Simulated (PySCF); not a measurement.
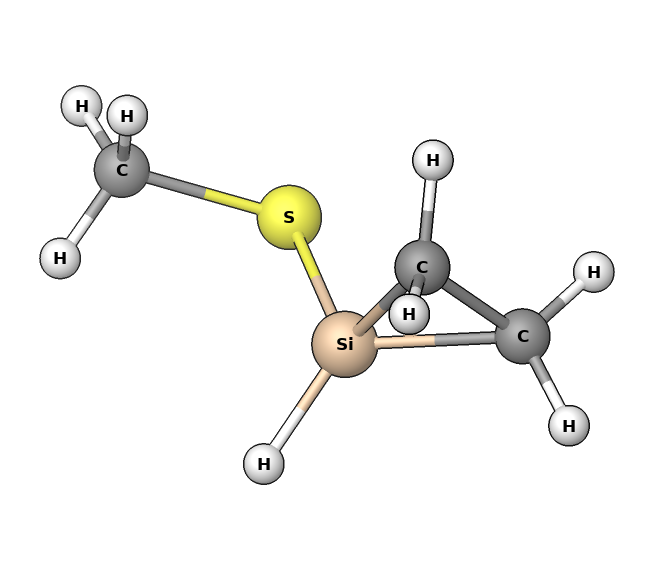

Rendered structure (ball-and-stick style).

Computed geometry: GFN2-xTB optimisation. No frequency run is at hand to confirm it as a minimum.

What does the picture show?

It has 13 atoms: 3 carbon, 8 hydrogen, 1 sulfur and 1 silicon (C3H8SSi). As SMILES it reads `CS[SiH]1CC1`. Independent rings (smallest set): 1 of 3 members. Among its groups: Si–H bond. The point group is C1. Coordination, clear cases only: 1 C tetrahedral; 1 S bent.

More results for the same structure follow; atom numbers are the same in all pictures, views and colours differ.

### Electronic properties

No frequency run is at hand to confirm it as a minimum. Method: PBE0/def2-SVPD, gas phase (PySCF 2.14.0). Excitations: vertical, linear response.

What does the calculation give?

- dipole moment: 1.47 D
- HOMO energy (Kohn–Sham orbital): −6.63 eV
- LUMO energy (Kohn–Sham orbital): −0.10 eV
- HOMO–LUMO gap: 6.53 eV
- mean static polarisability: 85.2 bohr³
- lowest vertical singlet excitation: 5.30 eV
- its oscillator strength: 0.028
- brightest of the 6 lowest singlets: 6.05 eV
- its oscillator strength: 0.08

### Ring current

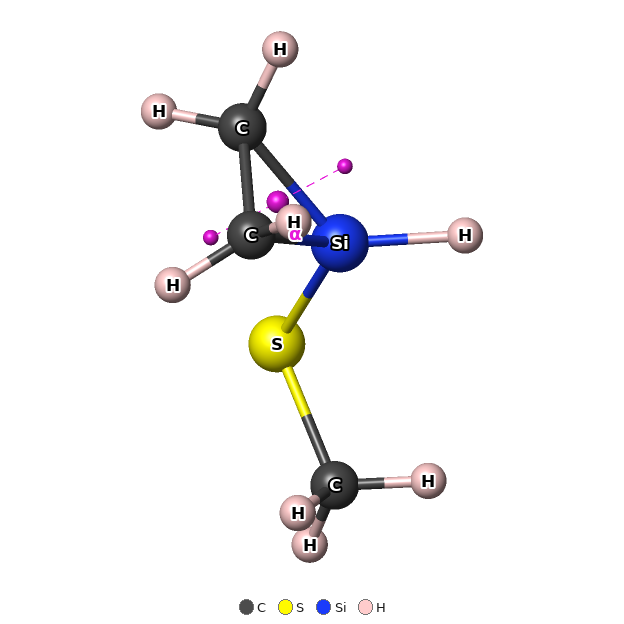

The small points mark where nucleus-independent chemical shifts (NICS) were computed: at the centre of each lettered ring and 1 Å above and below it. No frequency run is at hand to confirm it as a minimum. Level of theory: GIAO PBE0/pcSseg-1 NMR shielding, non-relativistic, gas phase (PySCF 2.14.0).

Give NICS(0), NICS(1) and the out-of-plane component NICS(1)zz for each ring (means of the two sides).

```tsv
ring	members	NICS(0)	NICS(1)	NICS(1)zz
α	C2Si	−25.1	−7.4	−14.6
```

Values in ppm.

### NMR shielding

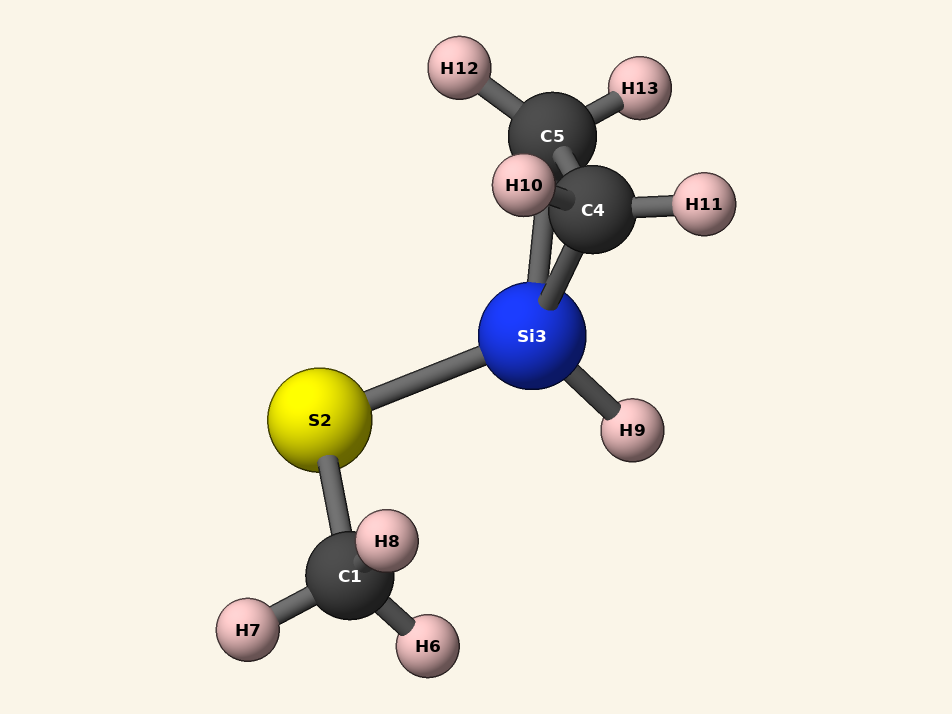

No frequency run is at hand to confirm it as a minimum. Level of theory: GIAO PBE0/pcSseg-1 NMR shielding, non-relativistic, gas phase (PySCF 2.14.0). Principal shieldings σ11 ≤ σ22 ≤ σ33, span Ω = σ33 − σ11, skew κ = 3(σiso − σ22)/Ω.

Give the shielding tensors of the S atoms.

```csv
atom,σ11,σ22,σ33,σiso,Ω,κ
S2,600.4,678.5,784.8,687.9,184.3,0.15
```

Shieldings and span in ppm.

### Charges

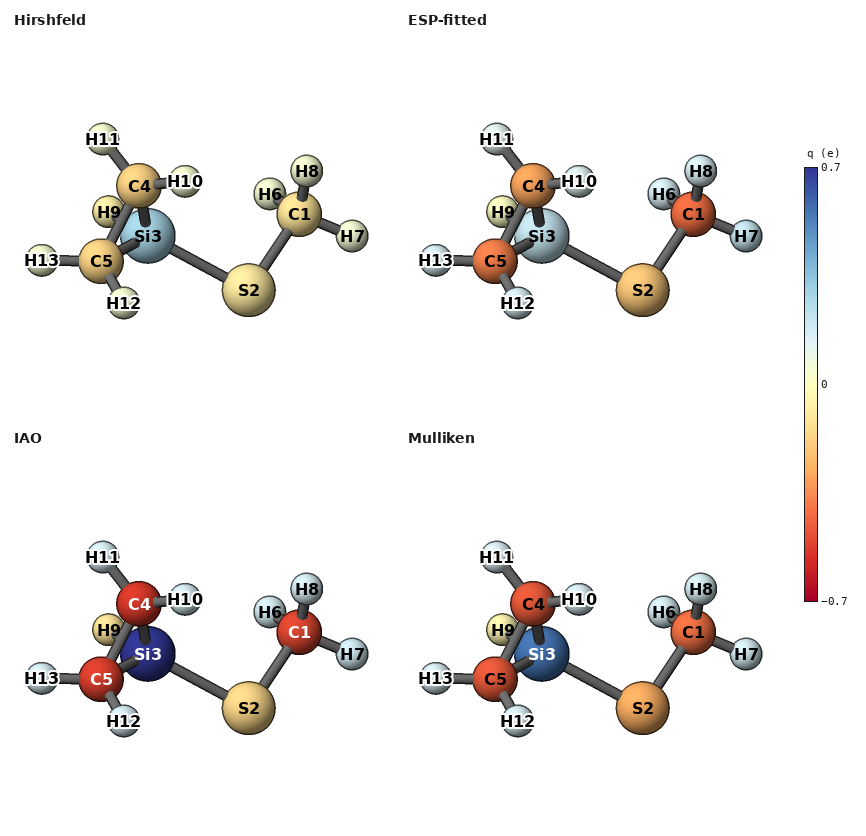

Atomic charges of one calculation by 4 schemes, on one colour scale. No frequency run is at hand to confirm it as a minimum. Computed with PBE0/pcSseg-1 (PySCF 2.14.0).

> On which atom do the schemes disagree most?

On Si3 (from 0.20 to 0.69 e).

List the charges (e), one line for each set of equivalent atoms.

```json
{"atom": "C1", "Hirshfeld": "−0.12", "ESP-fitted": "−0.41", "IAO": "−0.50", "Mulliken": "−0.41"}
{"atom": "S2", "Hirshfeld": "−0.09", "ESP-fitted": "−0.20", "IAO": "−0.16", "Mulliken": "−0.27"}
{"atom": "Si3", "Hirshfeld": "0.29", "ESP-fitted": "0.20", "IAO": "0.69", "Mulliken": "0.55"}
{"atom": "C4", "Hirshfeld": "−0.17", "ESP-fitted": "−0.29", "IAO": "−0.53", "Mulliken": "−0.46"}
{"atom": "C5", "Hirshfeld": "−0.16", "ESP-fitted": "−0.38", "IAO": "−0.52", "Mulliken": "−0.46"}
{"atom": "H6", "Hirshfeld": "0.05", "ESP-fitted": "0.15", "IAO": "0.16", "Mulliken": "0.15"}
{"atom": "H7", "Hirshfeld": "0.05", "ESP-fitted": "0.20", "IAO": "0.17", "Mulliken": "0.16"}
{"atom": "H8", "Hirshfeld": "0.05", "ESP-fitted": "0.15", "IAO": "0.16", "Mulliken": "0.16"}
{"atom": "H9", "Hirshfeld": "−0.06", "ESP-fitted": "0.01", "IAO": "−0.11", "Mulliken": "−0.04"}
{"atom": "H10", "Hirshfeld": "0.04", "ESP-fitted": "0.13", "IAO": "0.16", "Mulliken": "0.15"}
{"atom": "H11", "Hirshfeld": "0.04", "ESP-fitted": "0.12", "IAO": "0.16", "Mulliken": "0.15"}
{"atom": "H12", "Hirshfeld": "0.05", "ESP-fitted": "0.16", "IAO": "0.16", "Mulliken": "0.16"}
{"atom": "H13", "Hirshfeld": "0.04", "ESP-fitted": "0.15", "IAO": "0.16", "Mulliken": "0.15"}
```

Mulliken values depend strongly on the basis set and can even reverse the polarity of a bond. The geometry is semi-empirical. Around Si such bond lengths and angles can be off by a tenth of an ångström or more and by several degrees, and values that hang on the shape move with them.
